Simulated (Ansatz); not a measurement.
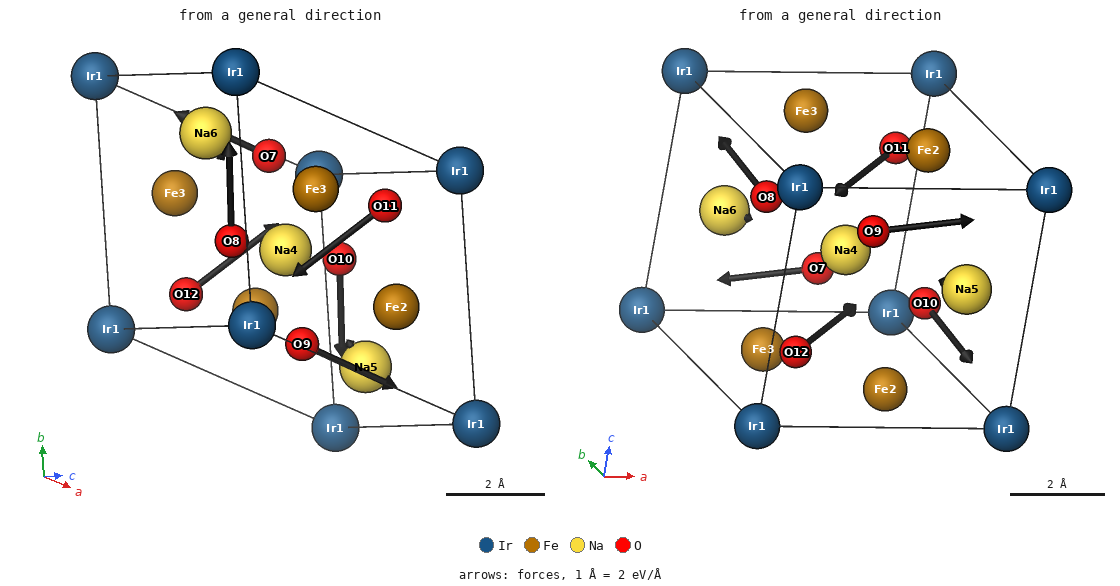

This spheres-only model is shown from two general directions. Atoms at the boundary of the simulation cell (the box) are drawn once for each face, edge or corner they touch. The arrows are the computed forces on the atoms.

System: Na3Fe2IrO6. Theory: DFT, PAW plane waves, LDA (Ansatz). Numerical settings: an energy cutoff of 420 eV, k-mesh 5×5×5, Fermi-Dirac smearing of 0.1 eV, no spin polarisation (a spin-restricted run, not always the ground state).

Question: Has this structure been optimised to equilibrium?

Answer: No. The atoms still feel forces of up to about 4.2 eV/Å, far above a usual threshold of 0.01 to 0.03 eV/Å.

Note that this is a generated cell, made by putting these elements into a known structure type (the compound may or may not exist in this form), and that it hasn't been relaxed. It went into a calculation with Ansatz.
